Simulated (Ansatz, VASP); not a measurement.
# Cross-check of Cs2AgBiBr6 between VASP and Ansatz

One calculation is typed for both programs; each brings its own data sets. How far apart do they land? The cell is taken from a series of VASP runs on this material, whose earlier steps may have relaxed, scaled or displaced it; both programs get it as it stands. Other levels of theory on this material are compared in a session of their own. Valence electrons are named where the data sets of a main pair hold unlike numbers.

Method: plane waves, with VASP 6.6.1 beside it; band structure at r2SCAN, spin-orbit coupling, in Ansatz 0.2.0.

## 1. Starting point

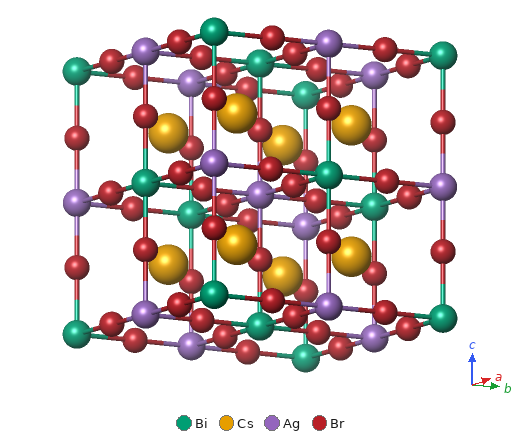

The starting structure, seen from a free direction (bismuth teal, caesium orange, silver purple, bromine red). This picture shows the conventional cell, with its axes. Some periodic images of atoms are drawn too.

## 2. Ansatz: band structure, r2SCAN, spin-orbit coupling

Ansatz runs on its fully relativistic PAW (standard-fr) files.

Levels along a path test the potential and the projectors away from the mesh points.

File input.yaml:

```yaml
crystal:
  lattice:
    - [0.0, 5.6333, 5.6333]
    - [5.6333, 0.0, 5.6333]
    - [5.6333, 5.6333, 0.0]
  atoms:
    - { symbol: Bi, position: [0.0, 0.0, 0.0] }
    - { symbol: Cs, position: [0.25, 0.25, 0.25] }
    - { symbol: Cs, position: [0.75, 0.75, 0.75] }
    - { symbol: Ag, position: [0.5, 0.5, 0.5] }
    - { symbol: Br, position: [0.7461344694, 0.7461344694, 0.2538655306] }
    - { symbol: Br, position: [0.7461344694, 0.2538655306, 0.7461344694] }
    - { symbol: Br, position: [0.2538655306, 0.7461344694, 0.2538655306] }
    - { symbol: Br, position: [0.2538655306, 0.7461344694, 0.7461344694] }
    - { symbol: Br, position: [0.2538655306, 0.2538655306, 0.7461344694] }
    - { symbol: Br, position: [0.7461344694, 0.2538655306, 0.2538655306] }
hamiltonian:
  xc: r2scan
  pseudopotentials: { kind: paw_fr }
magnetization:
  noncollinear: true
  spin_orbit: true
kpoints:
  mp_grid: { grid: [4, 4, 4] }
  band_path:
    path:
      - [0.0, 0.0, 0.0]
      - [0.14286, 0.0, 0.14286]
      - [0.35714, 0.0, 0.35714]
      - [0.5, 0.0, 0.5]
      - [0.5, 0.07143, 0.57143]
      - [0.5, 0.17857, 0.67857]
      - [0.5, 0.25, 0.75]
      - [0.44643, 0.30357, 0.75]
      - [0.41071, 0.33929, 0.75]
      - [0.375, 0.375, 0.75]
      - [0.21429, 0.21429, 0.42857]
      - [0.10714, 0.10714, 0.21429]
      - [0.0, 0.0, 0.0]
      - [0.21429, 0.21429, 0.21429]
      - [0.42857, 0.42857, 0.42857]
      - [0.5, 0.5, 0.5]
      - [0.55357, 0.39286, 0.55357]
      - [0.60714, 0.28571, 0.60714]
      - [0.60714, 0.25, 0.64286]
      - [0.57143, 0.25, 0.67857]
      - [0.51786, 0.25, 0.73214]
      - [0.5, 0.28571, 0.71429]
      - [0.5, 0.35714, 0.64286]
      - [0.5, 0.46429, 0.53571]
      - [0.48214, 0.48214, 0.53571]
      - [0.42857, 0.42857, 0.64286]
      - [0.39286, 0.39286, 0.71429]
      - [0.60714, 0.21429, 0.60714]
      - [0.55357, 0.10714, 0.55357]
      - [0.5, 0.0, 0.5]
    npoints: 1
scf:
  occupations: { method: gaussian, width: 0.03 }
  n_extra_bands: 22
output:
  forces: true
  stress: true
  eigenvalues: true
```

Launch:

```
ansatz run input.yaml --threads 4 --pin off --max-ram 9216MiB --backend cpu --events-out ev --progress --plain --runs-dir out
```

Numbers of over 12 decimals in the logs are rounded to 6 here.

Output:

```text
scf.n_extra_bands = 22 over 94 filled bands (N_el = 94.0): the run solves 116 bands
Engine: ansatz 0.2.0, aarch64-unknown-linux-gnu
Pseudopotentials: kind: paw_fr
Pseudopotential: Bi, paw_fr, valence charge 15, recommended cutoff 500 eV (meta_gga), Bi.paw.azcp#standard-fr
Pseudopotential: Cs, paw_fr, valence charge 9, recommended cutoff 500 eV (meta_gga), Cs.paw.azcp#standard-fr
Pseudopotential: Ag, paw_fr, valence charge 19, recommended cutoff 500 eV (meta_gga), Ag.paw.azcp#standard-fr
Pseudopotential: Br, paw_fr, valence charge 7, recommended cutoff 500 eV (meta_gga), Br.paw.azcp#standard-fr
Functional definition: r2SCAN
  parameter k0 = 0.174
  parameter k1 = 0.065
  parameter a1 = 4.9479
  exchange = r2scan_x(k0 = k0, k1 = k1, a1 = a1)
  correlation = r2scan_c
non-collinear run that drives no moment, with spin-orbit: no starting moment large enough to seed its density (crystal.atoms[].spin), no starting occupations that ask for one, no magnetisation constraint and no magnetic field, so the semilocal B_xc is pinned to zero
Crystal: 10 atoms, lattice volume = 357.535 Å³
Basis set: ecut = 500 eV, 9185 PW (Γ), exchange–correlation on 240×240×240 points (64 copies of the dense FFT grid, shifted against one another)
Bands: 116, of which v1, the nominal top of the filled ones, is band 94 counted from 1 (93 counted from 0)
Symmetry: 48 space group operations + 48 with time reversal
Magnetic group: BNS 225.117 (UNI 1619), of the structure as read, at distance tolerance 7.1e-5 Å
k-points: 8 of 64
Projection manifold: j_resolved (fully-relativistic pseudo-atomic orbitals)
Non-local potential: Bi, projectors of the file, l = 0: 2, l = 1: 4, l = 2: 4, l = 3: 4
Non-local potential: Cs, projectors of the file, l = 0: 3, l = 1: 4, l = 2: 4, l = 3: 4
Non-local potential: Ag, projectors of the file, l = 0: 3, l = 1: 4, l = 2: 4, l = 3: 2
Non-local potential: Br, projectors of the file, l = 0: 2, l = 1: 4, l = 2: 4
PAW form: soft (Blöchl's): semilocal exchange-correlation on the pseudo side does not see the compensation charge
PAW frozen core: Bi, regenerated for the run's functional (the file was generated under x = pbe(κ = 0.804, μ = 0.219515), c = pbe(β = 0.066725))
PAW frozen core: Cs, regenerated for the run's functional (the file was generated under x = pbe(κ = 0.804, μ = 0.219515), c = pbe(β = 0.066725))
PAW frozen core: Ag, regenerated for the run's functional (the file was generated under x = pbe(κ = 0.804, μ = 0.219515), c = pbe(β = 0.066725))
PAW frozen core: Br, regenerated for the run's functional (the file was generated under x = pbe(κ = 0.804, μ = 0.219515), c = pbe(β = 0.066725))
PAW one-centre angular grid: Bi, 590 points (default); XC on 285 of its mesh's 2899 points in the sphere
PAW one-centre angular grid: Cs, 302 points (default); XC on 160 Gauss nodes
PAW one-centre angular grid: Ag, 590 points (default); XC on 224 Gauss nodes
PAW one-centre angular grid: Br, 302 points (default); XC on 160 Gauss nodes
Initial density: superposition of atomic densities (chi_scale 0.1, normalization cell, long waves kept (reshape's long-wave potential 0.00 eV rms))
Initial wavefunctions: pseudopotential atomic-orbital guess
Functional: x = r2scan, c = r2scan; τ floored in thin density (d = 2e-4 eV/Å³)
SCF iter   1: F=—  HF=-48071.105589 eV  |F-HF|=—  |Δ(HF+E_count)|=         —  Δρ=2.70e-2  dr2=5.17e0  dr2_τ=8.59e-3  dr2_m=0.00e0 (ungated)  ethr=3.10e-3  |M|=0.00e0 ∫|m|=0.00e0 μB  |m|>n=0.0e0 m-floor=0.0e0 τ_xc=0.0e0  β_m=0.30  ⟨swp⟩=9.0  Hψ=2411  notcnv=0  defer=50
preconditioner: auto → Resta (q_TF=auto, 2.184 Å⁻¹)  ε∞=3.4  [insulator: Δε(μ)=1.534 eV  Ē_g=10.746 eV  σ=0.030 eV  W_gap=1.00  n_scr=58 (ndim 8)  ℏωp=16.7 eV  f_vac=0.007  D(μ)=0.00/eV (n_scr^D=0)  ε∞_Penn≈3.4]
spin=Noncollinear: Resta preconditioning applied to the charge; magnetization (m_x, m_y, m_z) channels mix plain (no charge-response kernel on spin).
SCF iter   2: F=—  HF=-48070.072940 eV  |F-HF|=—  |Δ(HF+E_count)|=    1.03e0  Δρ=1.60e-2  dr2=2.25e0  dr2_τ=6.58e-3  dr2_m=0.00e0 (ungated)  ethr=3.10e-3  |M|=0.00e0 ∫|m|=0.00e0 μB  |m|>n=0.0e0 m-floor=0.0e0 τ_xc=0.0e0  β_m=0.54  ⟨swp⟩=3.0  Hψ=738  notcnv=0  defer=134
SCF iter   3: F=—  HF=-48069.244299 eV  |F-HF|=—  |Δ(HF+E_count)|=   8.29e-1  Δρ=4.49e-3  dr2=2.58e-1  dr2_τ=1.45e-3  dr2_m=0.00e0 (ungated)  ethr=2.40e-3  |M|=0.00e0 ∫|m|=0.00e0 μB  |m|>n=0.0e0 m-floor=0.0e0 τ_xc=0.0e0  β_m=0.66  ⟨swp⟩=3.0  Hψ=803  notcnv=0  defer=132
SCF iter   4: F=—  HF=-48069.129234 eV  |F-HF|=—  |Δ(HF+E_count)|=   1.15e-1  Δρ=1.62e-3  dr2=1.94e-2  dr2_τ=1.84e-4  dr2_m=0.00e0 (ungated)  ethr=2.75e-4  |M|=0.00e0 ∫|m|=0.00e0 μB  |m|>n=0.0e0 m-floor=0.0e0 τ_xc=0.0e0  β_m=0.82  ⟨swp⟩=3.1  Hψ=760  notcnv=0  defer=130
SCF iter   5: F=—  HF=-48069.130611 eV  |F-HF|=—  |Δ(HF+E_count)|=   1.38e-3  Δρ=5.60e-4  dr2=1.25e-3  dr2_τ=1.77e-5  dr2_m=0.00e0 (ungated)  ethr=2.07e-5  |M|=0.00e0 ∫|m|=0.00e0 μB  |m|>n=0.0e0 m-floor=0.0e0 τ_xc=0.0e0  β_m=0.91  ⟨swp⟩=2.4  Hψ=816  notcnv=0  defer=128
SCF iter   6: F=—  HF=-48069.131395 eV  |F-HF|=—  |Δ(HF+E_count)|=   7.84e-4  Δρ=1.11e-4  dr2=1.15e-4  dr2_τ=9.86e-7  dr2_m=0.00e0 (ungated)  ethr=1.33e-6  |M|=0.00e0 ∫|m|=0.00e0 μB  |m|>n=0.0e0 m-floor=0.0e0 τ_xc=0.0e0  β_m=0.86  ⟨swp⟩=2.0  Hψ=788  notcnv=0  defer=128
SCF iter   7: F=—  HF=-48069.131405 eV  |F-HF|=—  |Δ(HF+E_count)|=   1.06e-5  Δρ=3.90e-5  dr2=3.85e-6  dr2_τ=9.12e-8  dr2_m=0.00e0 (ungated)  ethr=1.22e-7  |M|=0.00e0 ∫|m|=0.00e0 μB  |m|>n=0.0e0 m-floor=0.0e0 τ_xc=0.0e0  β_m=0.92  ⟨swp⟩=2.0  Hψ=728  notcnv=0  defer=128
SCF iter   8: F=—  HF=-48069.131662 eV  |F-HF|=—  |Δ(HF+E_count)|=   2.56e-4  Δρ=7.48e-6  dr2=1.50e-7  dr2_τ=4.53e-9  dr2_m=0.00e0 (ungated)  ethr=4.09e-9  |M|=0.00e0 ∫|m|=0.00e0 μB  |m|>n=0.0e0 m-floor=0.0e0 τ_xc=0.0e0  β_m=0.93  ⟨swp⟩=2.0  Hψ=784  notcnv=0  defer=128
SCF iter   9: F=-48069.131662 eV  HF=-48069.131662 eV  |F-HF|=5.65e-9  |Δ(HF+E_count)|=   1.34e-7  Δρ=1.18e-6  dr2=5.29e-9  dr2_τ=7.24e-11  dr2_m=0.00e0 (ungated)  ethr=1.06e-10  |M|=0.00e0 ∫|m|=0.00e0 μB  |m|>n=0.0e0 m-floor=0.0e0 τ_xc=0.0e0  ⟨swp⟩=17.4  Hψ=2807  notcnv=0
SCF 1 converged in 9 iterations: F = -48069.131662 eV  dr2 = 5.29e-9
  greatest PAW one-centre occupation: 1.001 electrons in one spin orbital (limit 2), on the Ag atom at site 3 (counted from 0), in its partial waves of l = 1
NSCF: frozen V_eff on 30 k-points
SCF converged after 9 iterations
Magnetization: |M| = 0.0000 μB,  M = (+0.0000, +0.0000, +0.0000) μB
Absolute magnetization: 0.0000 μB (∫|m|)
  site 0: m = (+0.0000, +0.0000, +0.0000) μB, |m| = 0.0000 μB  (R = 1.18 Å)
  site 1: m = (+0.0000, +0.0000, +0.0000) μB, |m| = 0.0000 μB  (R = 1.64 Å)
  site 2: m = (+0.0000, +0.0000, +0.0000) μB, |m| = 0.0000 μB  (R = 1.64 Å)
  site 3: m = (+0.0000, +0.0000, +0.0000) μB, |m| = 0.0000 μB  (R = 1.14 Å)
  site 4: m = (+0.0000, +0.0000, +0.0000) μB, |m| = 0.0000 μB  (R = 1.14 Å)
  site 5: m = (+0.0000, +0.0000, +0.0000) μB, |m| = 0.0000 μB  (R = 1.14 Å)
  site 6: m = (+0.0000, +0.0000, +0.0000) μB, |m| = 0.0000 μB  (R = 1.14 Å)
  site 7: m = (+0.0000, +0.0000, +0.0000) μB, |m| = 0.0000 μB  (R = 1.14 Å)
  site 8: m = (+0.0000, +0.0000, +0.0000) μB, |m| = 0.0000 μB  (R = 1.14 Å)
  site 9: m = (+0.0000, +0.0000, +0.0000) μB, |m| = 0.0000 μB  (R = 1.14 Å)
Free energy (F): -48069.131662 eV
Harris-Foulkes:  -48069.131662 eV  (|F-HF|=5.65e-9)
Internal energy: -48069.131662 eV  (E = F + TS)
E sigma→0 (E₀):  -48069.131662 eV
Fermi energy:    4.729572 eV
--- Per-component energies (eV) ---
  E_band       = -871.016801
  E_kinetic    = 1919.471022
  E_local      = -8366.936666  (includes V_loc(G=0)·N_el)
  E_nonlocal   = 1126.076396
  E_hartree    = 3293.470228
  E_xc         = -2150.373725
  E_vxc        = -1383.515491  (∫ρ·V_xc dr)
  E_paw        = -38333.052741  (= ΣΔE_a)
  E_vpaw       = -830.779787  (= ΣTr[D̂ρ^β])
  E_aug_tail   = -0.000186  (compensation charges beyond the density's cutoff)
  E_vtau       = 77.730544  (kinetic-family band-sum trace: ∫τ·v_τ [+ j·A + Jᵃ·Aᵃ] dr)
  E_ewald      = -5557.274081
  E_core_change = -0.511910  (= ΣΔE_core)
  E_smearing   = -0.000000  (= −TS)
  E_closure    = 0.000000  (closes the sum)
  Σ components = -48069.131662   (vs F -48069.131662, Δ=0.00e0)
--- Forces (eV/Å), atoms counted from 1 ---
  atom   1  Bi    -0.00000000     0.00000000     0.00000000
  atom   2  Cs    -0.00000000     0.00000000     0.00000000
  atom   3  Cs    -0.00000000    -0.00000000    -0.00000000
  atom   4  Ag     0.00000000    -0.00000000    -0.00000000
  atom   5  Br    -0.00000000     0.00000000     0.06935808
  atom   6  Br    -0.00000000     0.06935808     0.00000000
  atom   7  Br     0.00000000    -0.06935808     0.00000000
  atom   8  Br     0.06935808     0.00000000    -0.00000000
  atom   9  Br    -0.00000000     0.00000000    -0.06935808
  atom  10  Br    -0.06935808    -0.00000000     0.00000000
  max |Σ_I F_I| component: 3.06e-17 eV/Å
--- Stress (GPa, compression-positive) ---
        0.487970       0.000000      -0.000000
       -0.000000       0.487970       0.000000
        0.000000      -0.000000       0.487970
  P = ⅓ Tr σ = 0.4880 GPa (4.880 kbar)
--- Band table (eV; the first three rows and the last of 8) ---
  k-point 0: bands = [... 90 lower, 3.4189, 3.4189, 3.4189, 3.4189, 5.4328, 5.4328, 7.0757, 7.0757, ... 18 higher]
  k-point 1: bands = [... 90 lower, 2.8717, 2.8717, 3.1008, 3.1008, 5.6045, 5.6045, 7.1378, 7.1378, ... 18 higher]
  k-point 2: bands = [... 90 lower, 2.6798, 2.6798, 2.9146, 2.9146, 5.3850, 5.3850, 7.5048, 7.5048, ... 18 higher]
  k-point 7: bands = [... 90 lower, 2.7903, 2.7903, 3.9704, 3.9704, 6.0200, 6.0200, 7.5061, 7.5061, ... 18 higher]
```

Wall time 3.2 min (4 threads of Arm Neoverse V1, shared host); peak memory 4.4 GiB.

The column dr2 measures how far the density is from self-consistency, as an energy; F and HF (Harris–Foulkes) agree once it is small.

(Part 1 of 2 ends here.)

[Lines on the potential files, build, host, timing and source positions are cut from VASP's logs without a mark.]

[Logs are printed without paths, hosts, clocks, repeated set-up lines and the standing remarks that a program may print on its own settings, such as how far it seeks lower states.]

[Hosts, paths, dates, database ids (printed as entryN), source tags and the programs' standing remarks are cut or masked in the printed files.]
